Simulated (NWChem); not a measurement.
# One shape, several levels: C3H7GeN (SMILES [CH3][GeH]([CH3])[C]#N)

Wanted: a comparison of 3 runs (HF/STO-3G, HF/3-21G, B3LYP/6-31G*) of C3H7GeN. 

The calculation is run with NWChem 7.3.0.

## Step 1: The molecule

C3H7GeN has 12 atoms, charge 0, and is taken as a singlet. SMILES: `[CH3][GeH]([CH3])[C]#N`. The coordinates come from a PBE0-D4/def2-TZVP relaxation.

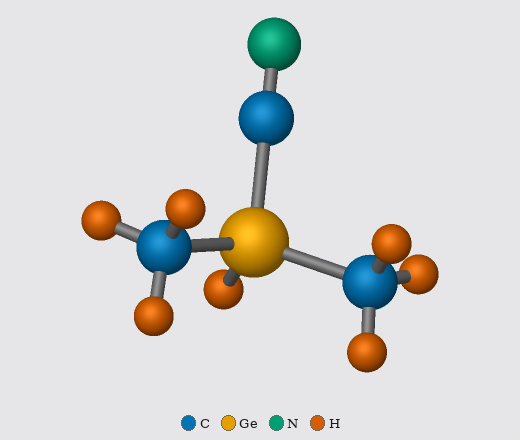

The structure, seen from a chosen angle (carbon blue, germanium amber, nitrogen teal, hydrogen orange).

## Step 2: Energy and forces at HF/STO-3G (run 1)

a.xyz

```xyz
12
C3H7GeN
C     -1.649600    -0.461900    -0.258700
Ge    -0.001700     0.184200     0.543900
C      1.586600    -0.718300    -0.119700
C      0.166900     2.051800     0.047400
N      0.266800     3.154000    -0.272500
H     -2.499900     0.117000     0.101900
H     -1.801800    -1.510600     0.000800
H     -1.596600    -0.371100    -1.344100
H     -0.067700     0.181500     2.079000
H      1.641700    -0.627200    -1.204900
H      1.549000    -1.776200     0.144300
H      2.483400    -0.278300     0.316500
```

run.py

```python
from ase.io import read
from ase.calculators.nwchem import NWChem

system = read('a.xyz')

calc = NWChem(
    label='a',
    theory='scf',
    memory='2200 mb',
    basis='STO-3G',
    basispar='spherical bse',
    scf={'nopen': '0', 'rhf': None, 'thresh': '1e-08', 'maxiter': '80'},
)
system.calc = calc

forces = system.get_forces()
e = system.get_potential_energy()
print(f"E = {e:.6f} eV")
print("forces (eV/A):")
for s, f in zip(system.symbols, forces):
    print(f"{s:2s} {f[0]:10.5f} {f[1]:10.5f} {f[2]:10.5f}")
print("dipole (e A):", system.get_dipole_moment().round(4))
```

The run is started by

```console
$ export ASE_NWCHEM_COMMAND="nwchem PREFIX.nwi > PREFIX.nwo"
$ python run.py
```

The log of the run:

```text
E = -60459.201814 eV
forces (eV/A):
C     0.70294    0.13303    0.32401
Ge    0.05646    1.21186    0.94678
C    -0.70001    0.24518    0.26698
C    -0.17838   -2.00212    0.46959
N     0.04535    0.50862   -0.10608
H     0.22065   -0.27454   -0.19386
H    -0.09487    0.38726   -0.19427
H    -0.16789   -0.10480    0.38325
H     0.07245   -0.10639   -1.89249
H     0.11549   -0.12706    0.39235
H     0.17082    0.36587   -0.18265
H    -0.24297   -0.23690   -0.21356
dipole (e A): [-0.0685 -0.7798  0.169 ]
```

The calculator wrote a.nwi:

```
title "a"

permanent_dir a

scratch_dir a

start a

geometry units angstrom nocenter noautosym noautoz
  C  -1.6496000000000000e+00 -4.6189999999999998e-01 -2.5869999999999999e-01
  Ge -1.6999999999999999e-03 1.8420000000000000e-01 5.4390000000000005e-01
  C  1.5866000000000000e+00 -7.1830000000000005e-01 -1.1970000000000000e-01
  C  1.6689999999999999e-01 2.0518000000000001e+00 4.7399999999999998e-02
  N  2.6679999999999998e-01 3.1539999999999999e+00 -2.7250000000000002e-01
  H  -2.4998999999999998e+00 1.1700000000000001e-01 1.0190000000000000e-01
  H  -1.8018000000000001e+00 -1.5105999999999999e+00 8.0000000000000004e-04
  H  -1.5966000000000000e+00 -3.7109999999999999e-01 -1.3441000000000001e+00
  H  -6.7699999999999996e-02 1.8149999999999999e-01 2.0790000000000002e+00
  H  1.6416999999999999e+00 -6.2719999999999998e-01 -1.2049000000000001e+00
  H  1.5489999999999999e+00 -1.7762000000000000e+00 1.4430000000000001e-01
  H  2.4834000000000001e+00 -2.7829999999999999e-01 3.1650000000000000e-01
end

memory 2200 mb

basis spherical bse noprint
   * library STO-3G
end

scf
  nopen 0
  rhf
  thresh 1e-08
  maxiter 80
end

task scf gradient
```

a.nwo, shortened:

```text
[...]
      One-electron energy =  -3779.507828757702
[... 1 line left out ...]
 Nuclear repulsion energy =    335.973679687564
[... 50 lines left out ...]
                       ROHF Final Molecular Orbital Analysis
[... 258 lines left out ...]
     1   1 0 0     -0.129419      0.000000      4.052895
[...]
  wavefunction    =   RHF
                         RHF ENERGY GRADIENTS
    atom               coordinates                        gradient
                 x          y          z           x          y          z
   1 C      -3.117292  -0.872864  -0.488872   -0.013670  -0.002587  -0.006301
   2 Ge     -0.003213   0.348088   1.027822   -0.001098  -0.023567  -0.018412
   3 C       2.998239  -1.357390  -0.226200    0.013613  -0.004768  -0.005192
[... 8 lines of this table left out ...]
  12 H       4.692946  -0.525911   0.598098    0.004725   0.004607   0.004153
[...]
```

Wall time 9.3 s (1 thread of Intel Xeon Platinum 8488C (Sapphire Rapids), shared host); peak memory 0.1 GiB.

## Step 3: Energy and gradient at HF/3-21G (run 2)

geom.nw

```
start geom
memory total 2200 mb

geometry units angstroms noautosym nocenter noautoz
 C       -1.649600      -0.461900      -0.258700
 Ge      -0.001700       0.184200       0.543900
 C        1.586600      -0.718300      -0.119700
 C        0.166900       2.051800       0.047400
 N        0.266800       3.154000      -0.272500
 H       -2.499900       0.117000       0.101900
 H       -1.801800      -1.510600       0.000800
 H       -1.596600      -0.371100      -1.344100
 H       -0.067700       0.181500       2.079000
 H        1.641700      -0.627200      -1.204900
 H        1.549000      -1.776200       0.144300
 H        2.483400      -0.278300       0.316500
end

basis spherical bse
 C library 3-21G
 Ge library 3-21G
 N library 3-21G
 H library 3-21G
end

scf
 thresh 1e-08
 maxiter 80
end

task scf gradient
```

The run is started by

```console
$ nwchem geom.nw > geom.out
```

The log of the run:

```text
[...]
  functions       =    72
[...]
  wavefunction    = RHF
[...]
         Total SCF energy =  -2236.554624595708
      One-electron energy =  -3782.106596018391
      Two-electron energy =   1209.578291735118
 Nuclear repulsion energy =    335.973679687565
        Time for solution =      6.6s
[...]
                         RHF ENERGY GRADIENTS
    atom               coordinates                        gradient
                 x          y          z           x          y          z
   1 C      -3.117292  -0.872864  -0.488872    0.004760   0.003133   0.001315
   2 Ge     -0.003213   0.348088   1.027822   -0.000344  -0.006120  -0.004051
   3 C       2.998239  -1.357390  -0.226200   -0.004271   0.003825   0.000879
   4 C       0.315395   3.877340   0.089573   -0.002200  -0.024102   0.007855
   5 N       0.504179   5.960196  -0.514950    0.002017   0.022127  -0.007251
   6 H      -4.724126   0.221098   0.192563   -0.002545   0.003481   0.002704
   7 H      -3.404908  -2.854620   0.001512    0.001436  -0.004379   0.002523
   8 H      -3.017137  -0.701277  -2.539981    0.001918   0.001087  -0.004445
   9 H      -0.127934   0.342985   3.928740    0.000064   0.000639  -0.000274
  10 H       3.102363  -1.185236  -2.276931   -0.001330   0.001341  -0.004540
  11 H       2.927186  -3.356531   0.272687   -0.002314  -0.004076   0.002358
[...]
```

Wall time 8.7 s (1 thread of Intel Xeon Platinum 8488C (Sapphire Rapids), shared host); peak memory 0.1 GiB.

## Step 4: Energy and gradient at B3LYP/6-31G(d) (Cartesian functions) (run 3)

run.py

```python
from ase import Atoms
from ase.calculators.nwchem import NWChem

molecule = Atoms(['C', 'Ge', 'C', 'C', 'N', 'H', 'H', 'H', 'H', 'H', 'H', 'H'], positions=[
    [-1.649600, -0.461900, -0.258700],
    [-0.001700, 0.184200, 0.543900],
    [1.586600, -0.718300, -0.119700],
    [0.166900, 2.051800, 0.047400],
    [0.266800, 3.154000, -0.272500],
    [-2.499900, 0.117000, 0.101900],
    [-1.801800, -1.510600, 0.000800],
    [-1.596600, -0.371100, -1.344100],
    [-0.067700, 0.181500, 2.079000],
    [1.641700, -0.627200, -1.204900],
    [1.549000, -1.776200, 0.144300],
    [2.483400, -0.278300, 0.316500],
])

calc = NWChem(
    label='work',
    theory='dft',
    memory='2200 mb',
    basis='6-31G*',
    dft={'xc': 'b3lyp', 'mult': '1', 'grid': 'fine', 'convergence': 'energy 1e-08', 'iterations': '100', 'mulliken': None},
)
molecule.calc = calc

forces = molecule.get_forces()
e = molecule.get_potential_energy()
print(f"E = {e:.6f} eV")
print("forces (eV/A):")
for s, f in zip(molecule.symbols, forces):
    print(f"{s:2s} {f[0]:10.5f} {f[1]:10.5f} {f[2]:10.5f}")
print("dipole (e A):", molecule.get_dipole_moment().round(4))
```

The run is started by

```console
$ export ASE_NWCHEM_COMMAND="nwchem PREFIX.nwi > PREFIX.nwo"
$ python run.py
```

The log of the run:

```text
E = -61227.055531 eV
forces (eV/A):
C    -0.14789   -0.06222   -0.04885
Ge    0.01111    0.16080    0.06690
C     0.13838   -0.08377   -0.03420
C    -0.11560   -1.26246    0.38885
N     0.12722    1.39868   -0.40063
H    -0.08901    0.04546    0.02684
H    -0.03312   -0.10871    0.01656
H    -0.00854    0.00077   -0.10315
H    -0.00658   -0.00632    0.13827
H     0.01712   -0.00098   -0.10434
H     0.01388   -0.11272    0.01861
H     0.09307    0.03147    0.03507
dipole (e A): [-0.0758 -0.9176  0.0859]
```

The calculator wrote work.nwi:

```
title "work"

permanent_dir work

scratch_dir work

start work

geometry units angstrom nocenter noautosym noautoz
  C  -1.6496000000000000e+00 -4.6189999999999998e-01 -2.5869999999999999e-01
  Ge -1.6999999999999999e-03 1.8420000000000000e-01 5.4390000000000005e-01
  C  1.5866000000000000e+00 -7.1830000000000005e-01 -1.1970000000000000e-01
  C  1.6689999999999999e-01 2.0518000000000001e+00 4.7399999999999998e-02
  N  2.6679999999999998e-01 3.1539999999999999e+00 -2.7250000000000002e-01
  H  -2.4998999999999998e+00 1.1700000000000001e-01 1.0190000000000000e-01
  H  -1.8018000000000001e+00 -1.5105999999999999e+00 8.0000000000000004e-04
  H  -1.5966000000000000e+00 -3.7109999999999999e-01 -1.3441000000000001e+00
  H  -6.7699999999999996e-02 1.8149999999999999e-01 2.0790000000000002e+00
  H  1.6416999999999999e+00 -6.2719999999999998e-01 -1.2049000000000001e+00
  H  1.5489999999999999e+00 -1.7762000000000000e+00 1.4430000000000001e-01
  H  2.4834000000000001e+00 -2.7829999999999999e-01 3.1650000000000000e-01
end

memory 2200 mb

basis noprint
   * library 6-31G*
end

dft
  xc b3lyp
  mult 1
  grid fine
  convergence energy 1e-08
  iterations 100
  mulliken
end

task dft gradient
```

work.nwo, shortened:

```text
[...]
         Total DFT energy =    -2250.052807883001
[...]
  wavefunction    = closed shell
                         DFT ENERGY GRADIENTS
    atom               coordinates                        gradient
                 x          y          z           x          y          z
   1 C      -3.117292  -0.872864  -0.488872    0.002876   0.001210   0.000950
   2 Ge     -0.003213   0.348088   1.027822   -0.000216  -0.003127  -0.001301
   3 C       2.998239  -1.357390  -0.226200   -0.002691   0.001629   0.000665
[... 8 lines of this table left out ...]
  12 H       4.692946  -0.525911   0.598098   -0.001810  -0.000612  -0.000682
[...]
```

Run time: 52 s. Hardware: 1 thread of Intel Xeon Platinum 8488C (Sapphire Rapids), shared host; peak memory 0.13 GiB.

## Step 5: All runs side by side

| run | level | Cartesian functions | iteration cap | energy (Eh) | dipole moment (D) | HOMO energy (eV) | LUMO energy (eV) | wall time |
| --- | --- | --- | --- | --- | --- | --- | --- | --- |
| 1 | HF/STO-3G | no | 80 | -2221.834704 | 3.85 | -10.20 | 9.76 | 9.3 s |
| 2 | HF/3-21G | no | 80 | -2236.554625 | 4.29 | -11.83 | 4.17 | 8.7 s |
| 3 | B3LYP/6-31G* (Cartesian functions) | yes | 100 | -2250.052808 | 4.44 | -8.52 | 0.21 | 52 s |

## Step 6: Results

| quantity | value |
| --- | --- |
| run 3: total energy | -2250.05281 Eh |
| run 3: dipole moment | 4.44 D |
| run 3: HOMO energy | -8.52 eV |
| run 3: LUMO energy | 0.21 eV |
| run 3: HOMO–LUMO gap | 8.73 eV |
| run 3: largest force on an atom | 1.460 eV/Å |

In words: The dipole moment (its size) runs from 3.85 D (HF/STO-3G) to 4.44 D (B3LYP/6-31G*). The two ends differ in method and basis. The HOMO–LUMO gap runs from 8.73 eV (B3LYP/6-31G*) to 19.96 eV (HF/STO-3G). In run 1 the basis is minimal, so the values are rough. All runs together took 70 s, the longest 52 s.
